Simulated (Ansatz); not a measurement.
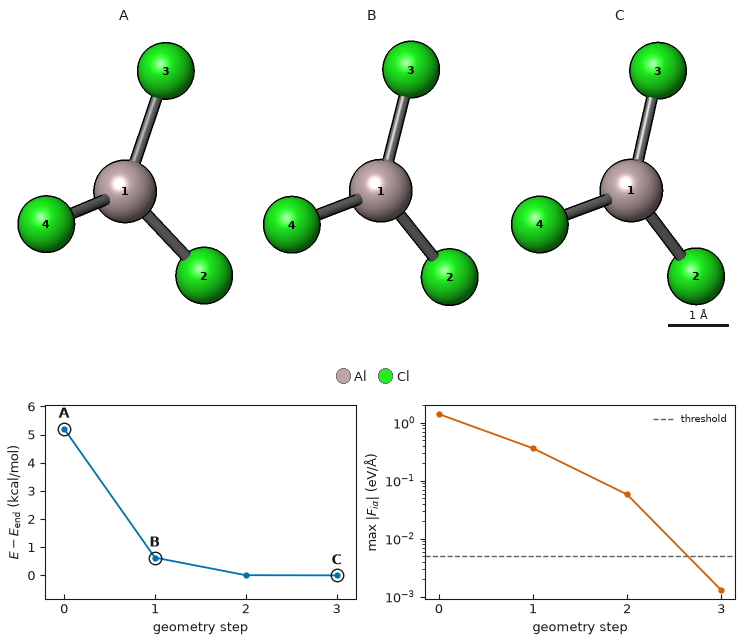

Frames of a relaxation of AlCl₃, marked on the history of the run. Style: ball-and-stick. Shown from a free direction.

It is one of the separated reactants of a reaction.

The calculation used RKS PBE0-D4/def2-TZVP in Ansatz.

The input:
```yaml
crystal:
  periodic: [false, false, false]
  atoms:
    - {symbol: Al, position_ang: [-0.868458, -0.556187, -0.177965]}
    - {symbol: Cl, position_ang: [-2.251475, 0.333129, -1.453782]}
    - {symbol: Cl, position_ang: [0.693039, -1.658052, -1.114179]}
    - {symbol: Cl, position_ang: [-1.483895, -1.230087, 1.715307]}
basis:
  gaussian: {orbitals: def2-TZVP}
hamiltonian: {xc: pbe0, dispersion: d4}
relax: {f_tol: 0.005, max_steps: 200}
```

Launched with:
```bash
ansatz run in.yaml --threads 8 --pin off --events-out ev --progress --plain --max-ram 19148MiB
```

**What happens along the run?**

The atom that moves furthest after the best rigid fit is Al1 (0.26 Å). By element the largest moves are Al 0.26 Å, Cl 0.09 Å. Near-neighbour distances that change, for instance: Al1–Cl3 2.128 → 2.069 Å, Al1–Cl4 2.102 → 2.069 Å, Al1–Cl2 2.081 → 2.069 Å. Bond angles that change, for instance: Cl2–Al1–Cl3 116.1° → 120.0°. After 3 geometry steps the energy has fallen by 5.21 kcal/mol. Largest force component: 1.4 eV/Å at the start, 0.0013 eV/Å at the end. Cost: 9.1 s on 8 threads of Intel Xeon @ 2.50GHz (shared host). From step 0 to 1: Al1 moves most (0.19 Å), energy −4.58 kcal/mol. From step 1 to 3: Al1 moves most (0.07 Å), energy −0.63 kcal/mol.
